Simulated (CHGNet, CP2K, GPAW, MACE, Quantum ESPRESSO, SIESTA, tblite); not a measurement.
# Predicting plane-wave site energies from CP2K double zeta, PBEsol: a vacancy of Hf in amorphous HfO2 at 8.88 g/cm^3 (84 atoms)

Density of this cell: 8.88 g/cm³. The cell holds 84 atoms: 28 Hf and 56 O. Cell: a = 10.328 Å, b = 10.328 Å, c = 10.328 Å, α = 90.0°, β = 90.0°, γ = 90.0°. 84 atoms (28 Zr, 56 O) placed at random at 5.2 g/cm³, melted at 5000 K for 10 ps at fixed volume with the Morse and Coulomb pair potential with partial charges (Pedone, Malavasi, Menziani, Cormack and Segre, J. Phys. Chem. B 110, 11780 (2006)). Quenched from 5000 K to 300 K at 50 K/ps and fixed volume, held 5 ps, then minimised at fixed cell. Then Zr was replaced by Hf at the same volume (the potential has no terms for Hf, so the cell is a start for a DFT relaxation). Then the atoms were relaxed with MACE MP-0b3 medium in the fixed cell.

Calculated with Quantum ESPRESSO 7.5: PBE; plane waves, SSSP efficiency, 60/480 Ry; k-points Γ. The cheaper level is PBEsol; DZVP-MOLOPT-SR, GTH-PBE potentials, 600 Ry; k-points Γ. Each row is one cell with a vacancy of Hf, relaxed with MACE MP-0b3 medium; both levels solve the same cells, and energies are counted from site Hf14 at each level.

```
energy from CP2K double zeta, PBEsol (eV)  energy from plane waves (eV)  site
                                    0.000                             0  Hf14
                                    0.418                             ?     ?
                                    0.599                        0.2589  Hf11
                                    0.608                        0.2727  Hf22
                                    1.205                        0.9647  Hf17
```

Task: Fit a straight line to the rows given and interpolate to the withheld row.

Worked fit:

Take u as the energy from CP2K double zeta, PBEsol and v as that from plane waves.

| u (eV) | v (eV) |
| --- | --- |
| 0 | 0 |
| 0.599310 | 0.258866 |
| 0.607774 | 0.272663 |
| 1.20527 | 0.964669 |

With n = 4: mean u = 0.603089, mean v = 0.374049, Σ(u − ū)² = 0.72638, Σ(u − ū)(v − v̄) = 0.58121. Slope b = 0.58121 / 0.72638 = 0.80014; intercept a = v̄ − b ū = -0.10851.

At the withheld site u = 0.4184, and v = a + b u.

Prediction at 0.418: 0.2263 eV. The run gave 0.2738 eV, so the fit is low by 0.047 eV (17 % of the value).

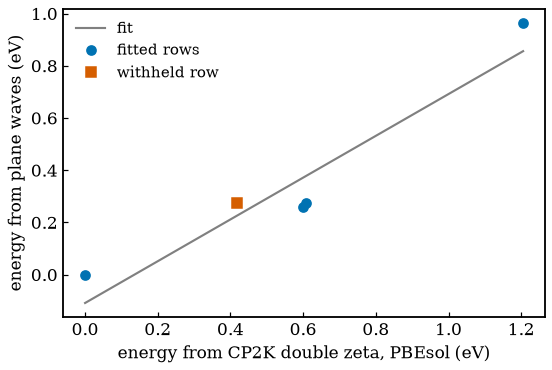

The fit, the rows that it rests on and the withheld row.

The slope of 0.80 says that CP2K double zeta, PBEsol stretches the spread of the sites. Taken as it stands, without the line, its value misses the withheld site by 0.14 eV. Among the rows given, the largest miss of the fit is at 0.599, by 0.11 eV (12 % of the range of the table).

Limits: Few sites, one cell. The geometries are those of MACE MP-0b3 medium, not of DFT.

[Logs are printed without paths, hosts, clocks, repeated set-up lines and the standing remarks that a program may print on its own settings, such as how far it seeks lower states.]

[Hosts, paths, dates, database ids (printed as entryN), source tags and the programs' standing remarks are cut or masked in the printed files.]
